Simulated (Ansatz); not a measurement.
# BLYP/STO-3G run of SiH2Cl− (SMILES [SiH2-]Cl)

What is the vertical singlet–triplet gap of SiH2Cl− at BLYP/STO-3G? 

The results are computed with Ansatz 0.2.0.

1 further run of the same task is left out (set aside as unsound or not needed).

**1. Starting point**

SiH2Cl−: 4 atoms, total charge -1, spin state singlet. As SMILES, `[SiH2-]Cl`. The shape is that of a GFN2-xTB optimisation.

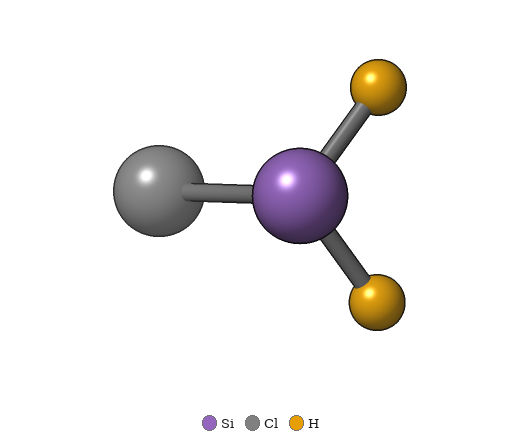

The structure, seen from a chosen angle (silicon purple, chlorine grey, hydrogen amber).

**2. A single-point energy at BLYP/STO-3G**

input.yaml reads:

```yaml
crystal:
  periodic: [false, false, false]
  atoms:
    - {symbol: Si, position_ang: [-0.487890, 0.431230, 0.253920]}
    - {symbol: Cl, position_ang: [1.672110, -0.122480, 0.774530]}
    - {symbol: H, position_ang: [-0.971070, -0.977580, 0.165380]}
    - {symbol: H, position_ang: [-0.213160, 0.668840, -1.193830]}
basis:
  gaussian:
    orbitals: STO-3G
total_charge: -1
hamiltonian:
  xc: {name: BLYP}
accuracy: high
```

Launch:

```console
ansatz run input.yaml --threads 1 --pin off --max-ram 2610MiB --events-out events.jsonl --progress --plain --runs-dir runs
```

Output:

```text
Warning: RAYON_NUM_THREADS=1 ignored (pool sized by the plan → 1); use --threads N
Functional definition: BLYP
  name "BLYP"
  parameter beta = 0.0042
  parameter a = 0.04918
  parameter b = 0.132
  parameter c = 0.2533
  parameter d = 0.349
  exchange = b88_x(beta = beta)
  correlation = lyp_c(a = a, b = b, c = c, d = d)
338 factors; integrals over basis functions are off by at most 2.0e-8 eV
mean field evaluation 1: about -20199.1248 eV, gradient 1.5e1 eV
mean field evaluation 2: about -20199.2554 eV, gradient 1.3e1 eV
mean field evaluation 4: about -20199.9447 eV, gradient 3.1e-1 eV
mean field evaluation 8: about -20199.9200 eV, gradient 2.3e-4 eV
mean field evaluation 16: about -20199.9200 eV, gradient 8.8e-9 eV
mean field -20199.91999621 eV, -742.3333678633 hartree, gradient 8.8e-9 eV, S^2 0.000000; 0 other end points of the search recorded, 0 dependent functions left out
reference -20199.92003192 eV, -742.3333691753 hartree; 17, 17 occupied and 3, 3 virtual orbitals, 338 factors
Total energy: -20199.92003192 eV, -742.3333691753 hartree
```

It took 0.97 s on 1 thread of Arm Neoverse V1, shared host; peak memory 0.091 GiB.

**3. The triplet at the same level**

molecule.yaml reads:

```yaml
crystal:
  periodic: [false, false, false]
  atoms:
    - {symbol: Si, position_ang: [-0.487890, 0.431230, 0.253920]}
    - {symbol: Cl, position_ang: [1.672110, -0.122480, 0.774530]}
    - {symbol: H, position_ang: [-0.971070, -0.977580, 0.165380]}
    - {symbol: H, position_ang: [-0.213160, 0.668840, -1.193830]}
basis:
  gaussian:
    orbitals: STO-3G
total_charge: -1
magnetization:
  spin_polarized: true
  initial_magnetization: 2
hamiltonian:
  xc: {name: BLYP}
accuracy: high
```

Launch:

```console
ansatz run molecule.yaml --threads 1 --pin off --max-ram 2610MiB --events-out events.jsonl --progress --plain --runs-dir runs
```

Output, shortened:

```text
Warning: RAYON_NUM_THREADS=1 ignored (pool sized by the plan → 1); use --threads N
[... 9 set-up lines as earlier in the session ...]
338 factors; integrals over basis functions are off by at most 2.0e-8 eV
mean field evaluation 1: about -20194.4693 eV, gradient 8.0e0 eV
mean field evaluation 2: about -20194.1246 eV, gradient 9.0e0 eV
mean field evaluation 4: about -20194.9916 eV, gradient 2.7e-1 eV
mean field evaluation 8: about -20194.9700 eV, gradient 1.1e-3 eV
mean field evaluation 16: about -20194.9700 eV, gradient 2.7e-8 eV
mean field -20194.97004045 eV, -742.1514603440 hartree, gradient 2.7e-8 eV, S^2 2.000750; 0 other end points of the search recorded, 0 dependent functions left out
reference -20194.97007575 eV, -742.1514616415 hartree; 18, 16 occupied and 2, 4 virtual orbitals, 338 factors
Total energy: -20194.97007575 eV, -742.1514616415 hartree
```

Run time: 1.6 s. Hardware: 1 thread of Arm Neoverse V1, shared host; peak memory 0.12 GiB.

**4. What came out**

At BLYP/STO-3G:

| quantity | value |
| --- | --- |
| singlet: total energy | -742.33337 Eh |
| triplet: total energy | -742.15146 Eh |
| triplet: ⟨S²⟩ | 2.001 |
| vertical energy of the triplet above the singlet | 4.950 eV |

What this shows: At this shape the triplet lies 4.95 eV (114 kcal/mol) above the singlet. For an anion a state so high probably lies above electron detachment. In a minimal basis such a difference can be off by several eV, whatever the method.
